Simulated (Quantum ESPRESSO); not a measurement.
# Voltage at the next charge: Cd(0001), 4 layers, one monolayer of Na on fcc sites against an electrode

How the rows were computed: Quantum ESPRESSO 7.5, PBE, GBRV ultrasoft; ESM with bc3, a metal electrode 6.68 Å above the top atoms; cell area 7.691 Å²; ions fixed. V is the potential energy of an electron at the electrode over the slab's Fermi level, divided by e, so that it equals the work function at zero charge; positive charge removes electrons.

| charge (e a cell) | V (V) |
| --- | --- |
| 0 | 3.268 |
| 0.0115 | 4.496 |
| 0.0231 | 5.768 |

**Question.** What is V at a charge of 0.0461 e, and what capacitance do the rows imply?

**Fit.** The last two rows give dV/dq = (5.768 − 4.496)/(0.0231 − 0.0115) = 109.7 V/e, so C = 1602/(7.691 × 109.7) = 1.90 µF/cm², an effective gap of 8.854/1.90 = 4.66 Å. At constant C, V = 5.768 + 109.7 × 0.023 = 8.29 V.

**Check.** V = 8.369 V; the estimate misses by −0.08 V, 3.0 % of the step. Over the three intervals C goes 1.95, 1.90 and 1.84 µF/cm²: it falls as electrons leave, the surface charge drawing back towards the atoms.

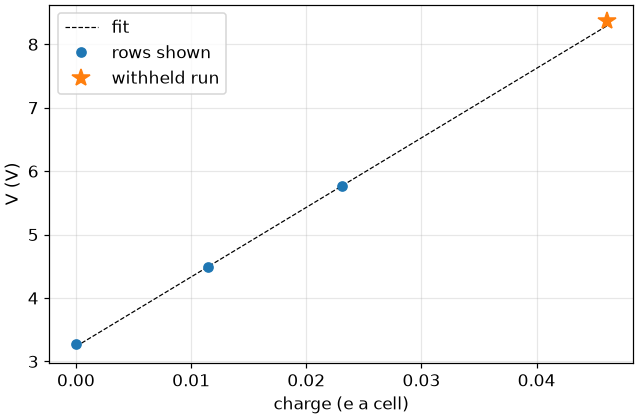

The rows shown, the fit and the withheld run.

Caveats: Vacuum fills the gap; a dielectric or electrolyte would change C. The slab is thin.
